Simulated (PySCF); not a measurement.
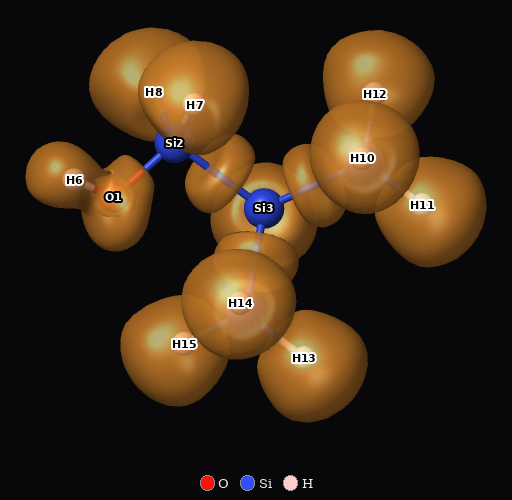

H₁₀OSi₄. Isosurface of the ELF at 0.75 (orange), seen across its widest extent. Core shells and regions of very low density are left out.

Geometry: PBE0-D3(BJ)/def2-SVP.

The calculation used PBE0/pcSseg-1, SCF density, gas phase, non-relativistic in PySCF.

```yaml
atoms:
  - { symbol: O, position_ang: [-0.7764, -2.0737, 1.5967] }
  - { symbol: Si, position_ang: [-1.5576, -1.0530, 0.5222] }
  - { symbol: Si, position_ang: [0.1594, -0.1757, -0.8052] }
  - { symbol: Si, position_ang: [-0.3135, 2.0558, -1.3356] }
  - { symbol: Si, position_ang: [2.0747, -0.2969, 0.5430] }
  - { symbol: H, position_ang: [-1.3096, -2.4648, 2.2955] }
  - { symbol: H, position_ang: [-2.2528, 0.0615, 1.2481] }
  - { symbol: H, position_ang: [-2.6014, -1.7773, -0.2725] }
  - { symbol: H, position_ang: [0.3543, -0.9830, -2.0526] }
  - { symbol: H, position_ang: [-0.4648, 2.8257, -0.0618] }
  - { symbol: H, position_ang: [0.7957, 2.6620, -2.1347] }
  - { symbol: H, position_ang: [-1.5856, 2.1713, -2.1144] }
  - { symbol: H, position_ang: [3.2378, 0.3608, -0.1316] }
  - { symbol: H, position_ang: [1.8065, 0.4219, 1.8262] }
  - { symbol: H, position_ang: [2.4245, -1.7187, 0.8329] }
```

Question: Describe the localisation domains.

Answer: At this value the surface marks out three regions between bonded Si–Si atoms (shared pairs), nine regions around hydrogen nuclei and one joined region spread over several atoms (H, O), in which their bonds and any lone pairs are merged.

Values along the shortest contacts:
Si–O (1.68 Å): the ELF peaks at about 0.85 between the atoms (a shared but strongly polarised pair). Si–Si (2.34 Å): the ELF peaks at about 1 between the atoms: localised, covalent bonding.
